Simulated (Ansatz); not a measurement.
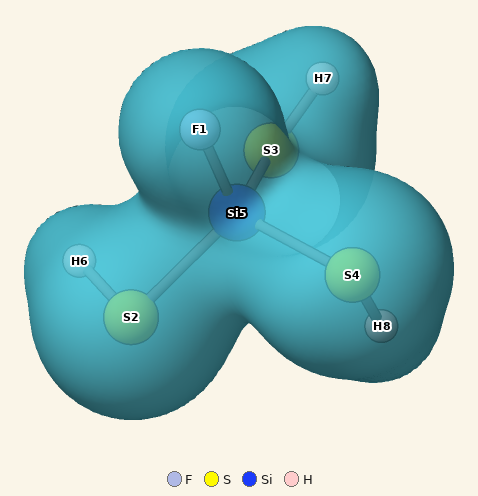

Figure 1: FH₃S₃Si. Isosurface of the electron density at 0.1 e/Å³ (cyan), seen at a tilt.

Geometry: PBE0-D4/def2-SVP.

These are results of Ansatz, isolated molecule in a Gaussian basis; Kohn-Sham density functional theory, functional PBE0, not measurements.

```yaml
atoms:
  - { symbol: F, position_ang: [-1.2757, 2.8567, 2.7904] }
  - { symbol: S, position_ang: [-1.3613, 3.3148, -0.2907] }
  - { symbol: S, position_ang: [0.8565, 1.2539, 1.2925] }
  - { symbol: S, position_ang: [-2.6857, 0.6283, 1.4506] }
  - { symbol: Si, position_ang: [-1.1114, 2.0530, 1.3927] }
  - { symbol: H, position_ang: [-0.1543, 3.9101, -0.1490] }
  - { symbol: H, position_ang: [0.8164, 0.7451, 2.5455] }
  - { symbol: H, position_ang: [-2.2124, -0.0461, 0.3793] }
```

### What does this surface tell about the bonding?

At this value the surface is in one piece. It bridges the sampled Si–F (1.62 Å), Si–S (2.12 Å) and S–H (1.35 Å) contacts, where the density stays above the isovalue. On the grid the lowest density along these lines, outside the cores, is 0.96 e/Å³ (Si–F, 1.62 Å), 0.71 e/Å³ (Si–S, 2.12 Å) and 1.4 e/Å³ (S–H, 1.35 Å).
